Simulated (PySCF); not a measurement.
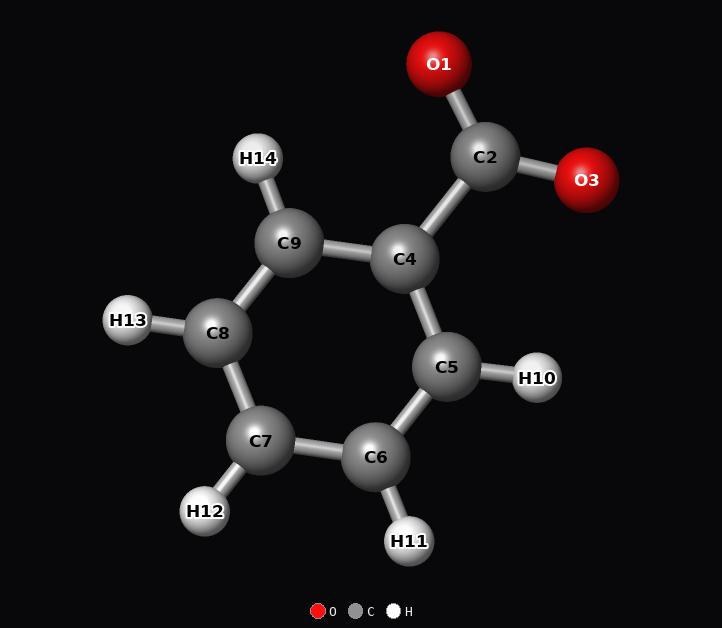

The species has charge −1 and is a spin singlet. The computed structure is the end point of a GFN2-xTB optimisation. No frequency run is at hand to confirm it as a minimum. Electric field gradients from the ground-state density, B3LYP/pcJ-1 (PySCF 2.14.0), non-relativistic apart from any core potentials.

Give the largest field-gradient component, the quadrupole coupling constant and the asymmetry for 17O at O1 (Q = −25.6 mb), 2H at H10 (Q = 2.86 mb), 2H at H11 (Q = 2.86 mb).

```csv
atom,V_zz (a.u.),e²qQ/h (MHz),η
O1,−1.400,8.42,0.33
H10,0.312,0.209,0.01
H11,0.316,0.212,0.07
```
